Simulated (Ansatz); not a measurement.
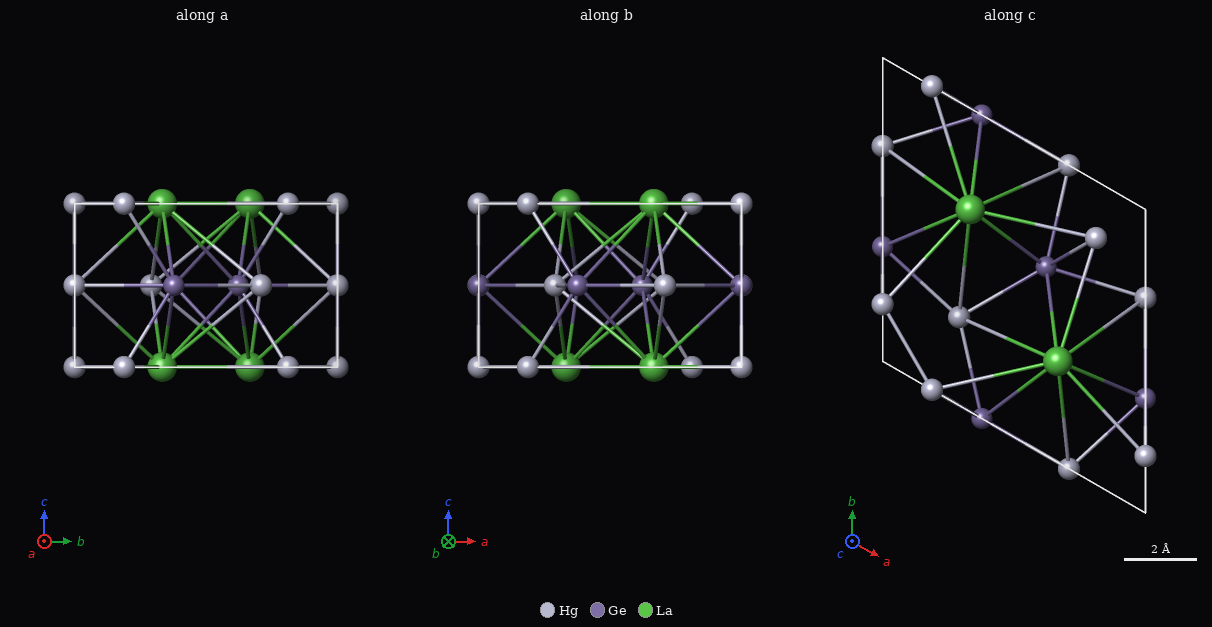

The crystal in a ball-and-stick representation, seen along the a axis, along the b axis and along the c axis. The frame is the conventional unit cell; atoms at its boundary are shown with their periodic copies.

Lattice parameters: a = 8.5437 Å, b = 8.5437 Å, c = 4.5990 Å, α = 90.000°, β = 90.000°, γ = 120.000°.

### Transcribe the picture into a CIF in P1 with every atom of the cell, with free fractional coordinates to two decimals.

```cif
data_structure
_symmetry_space_group_name_H-M 'P 1'
_symmetry_Int_Tables_number 1
_cell_length_a 8.5437
_cell_length_b 8.5437
_cell_length_c 4.5990
_cell_angle_alpha 90.000
_cell_angle_beta 90.000
_cell_angle_gamma 120.000
_cell_volume 290.73
loop_
_atom_site_label
_atom_site_type_symbol
_atom_site_fract_x
_atom_site_fract_y
_atom_site_fract_z
_atom_site_occupancy
Hg1 Hg 0.19 0.00 0.00 1
Hg2 Hg 0.81 0.81 0.00 1
Hg3 Hg 0.00 0.19 0.00 1
Ge1 Ge 0.38 0.00 0.50 1
Ge2 Ge 0.62 0.62 0.50 1
Ge3 Ge 0.00 0.38 0.50 1
La1 La 0.3333 0.6667 0.00 1
La2 La 0.6667 0.3333 0.00 1
Hg4 Hg 0.71 0.00 0.50 1
Hg5 Hg 0.29 0.29 0.50 1
Hg6 Hg 0.00 0.71 0.50 1
```

Note that this is a generated cell, made by putting these elements into a known structure type (the compound may or may not exist in this form), and that it hasn't been relaxed. Ansatz was used for an electronic-structure calculation on it.

At this level of theory the cell isn't at rest (forces up to 1.2 eV/Å), so its distances can differ from those at equilibrium, the more so the softer the solid.
